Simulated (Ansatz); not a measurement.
# MP2/STO-3G run of GeH4 (SMILES [H][Ge]([H])([H])[H])

What is the energy change on altering one bond length of GeH4 at MP2/STO-3G? 

The calculation is run with Ansatz 0.2.0.

30 further runs of the same task are left out: 2 that didn't finish, 28 set aside as unsound or not needed.

## 1. Starting point

The species is GeH4 (5 atoms), meant as a singlet with charge 0. SMILES: `[H][Ge]([H])([H])[H]`. Geometry: a GFN2-xTB relaxation, a rough one for these elements and not checked as a minimum.

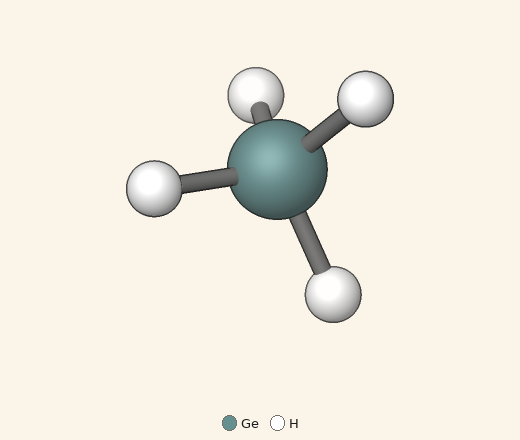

The structure, seen from a chosen angle (germanium teal, hydrogen white).

## 2. The energy at MP2/STO-3G

The input, input.yaml:

```yaml
crystal:
  periodic: [false, false, false]
  atoms:
    - {symbol: Ge, position_ang: [0.000120, 0.000440, -0.000220]}
    - {symbol: H, position_ang: [0.011480, -0.018150, 1.481920]}
    - {symbol: H, position_ang: [1.394900, 0.010030, -0.503500]}
    - {symbol: H, position_ang: [-0.707610, 1.213950, -0.473620]}
    - {symbol: H, position_ang: [-0.698890, -1.206270, -0.504580]}
basis:
  gaussian:
    orbitals: STO-3G
total_charge: 0
accuracy: high
correlation:
  method: mp2
  frozen_orbitals: {Ge: 9, H: 0}
```

The run is started by

```console
$ ansatz run input.yaml --threads 1 --pin off --max-ram 2610MiB --events-out events.jsonl --progress --plain --runs-dir runs
```

Output:

```text
Warning: RAYON_NUM_THREADS=1 ignored (pool sized by the plan → 1); use --threads N
Functional definition: HF
  name "HF"
  exchange = exact_x
  correlation = 0
290 factors; integrals over basis functions are off by at most 7.8e-9 eV
mean field evaluation 1: about -55894.3499 eV, gradient 5.6e0 eV
mean field evaluation 2: about -55894.3496 eV, gradient 5.6e0 eV
mean field evaluation 4: about -55894.5239 eV, gradient 1.4e-1 eV
mean field evaluation 8: about -55894.5240 eV, gradient 6.0e-5 eV
mean field -55894.52402687 eV, -2054.0858713182 hartree, gradient 5.5e-8 eV, S^2 0.000000; 0 other end points of the search recorded, 0 dependent functions left out
9 core orbitals not correlated: weight in the atoms' cores, before any rotation towards them, 1.000 or more for the frozen orbitals, at most 0.000 for the correlated occupied ones
reference -55894.52402687 eV, -2054.0858713182 hartree; 9, 9 occupied and 4, 4 virtual orbitals, 290 factors
second order -1.15341228 eV of doubles, -0.00000000 eV of singles
Total energy: -55895.67743915 eV, -2054.1282584378 hartree
```

Wall time 0.14 s (1 thread of Intel Xeon Platinum 8375C at 2.90GHz (Ice Lake), shared host).

## 3. The distorted shape at the same level

The input, molecule.yaml:

```yaml
crystal:
  periodic: [false, false, false]
  atoms:
    - {symbol: Ge, position_ang: [0.177035, -0.302908, 0.118118]}
    - {symbol: H, position_ang: [0.188395, -0.321498, 1.600258]}
    - {symbol: H, position_ang: [1.571815, -0.293318, -0.385162]}
    - {symbol: H, position_ang: [-0.707610, 1.213950, -0.473620]}
    - {symbol: H, position_ang: [-0.521975, -1.509618, -0.386242]}
basis:
  gaussian:
    orbitals: STO-3G
correlation:
  method: mp2
  frozen_orbitals: {Ge: 9, H: 0}
accuracy: high
```

The run is started by

```console
$ ansatz run molecule.yaml --threads 1 --pin off --max-ram 2610MiB --events-out events.jsonl --progress --plain --runs-dir runs
```

Output:

```text
Warning: RAYON_NUM_THREADS=1 ignored (pool sized by the plan → 1); use --threads N
Functional definition: HF
  name "HF"
  exchange = exact_x
  correlation = 0
287 factors; integrals over basis functions are off by at most 7.9e-9 eV
mean field evaluation 1: about -55892.9528 eV, gradient 6.1e0 eV
mean field evaluation 2: about -55892.9466 eV, gradient 6.1e0 eV
mean field evaluation 4: about -55893.1730 eV, gradient 2.2e-1 eV
mean field evaluation 8: about -55893.1737 eV, gradient 1.5e-7 eV
mean field -55893.17369271 eV, -2054.0362474534 hartree, gradient 3.1e-8 eV, S^2 0.000000; 0 other end points of the search recorded, 0 dependent functions left out
9 core orbitals not correlated: weight in the atoms' cores, before any rotation towards them, 1.000 or more for the frozen orbitals, at most 0.000 for the correlated occupied ones
reference -55893.17369271 eV, -2054.0362474534 hartree; 9, 9 occupied and 4, 4 virtual orbitals, 287 factors
second order -1.30968673 eV of doubles, -0.00000000 eV of singles
Total energy: -55894.48337944 eV, -2054.0843775530 hartree
```

Run time: 0.14 s. Hardware: 1 thread of Intel Xeon Platinum 8375C at 2.90GHz (Ice Lake), shared host.

## 4. What came out

At MP2/STO-3G, 9 core orbitals frozen:

| quantity | value |
| --- | --- |
| first shape: total energy | -2054.12826 Eh |
| first shape: correlation energy (9 core orbitals frozen) | -42.4 mEh |
| distorted shape: total energy | -2054.08438 Eh |
| distorted shape: correlation energy (9 core orbitals frozen) | -48.1 mEh |
| energy change with the Ge1–H4 bond stretched from 1.482 to 1.853 Å | 1.194 eV |

In words: With the Ge1–H4 bond stretched from 1.482 to 1.853 Å the energy rises by 1.19 eV (28 kcal/mol). The first shape isn't relaxed at this level, so the change isn't measured from a minimum. The minimal basis adds a large error of its own.
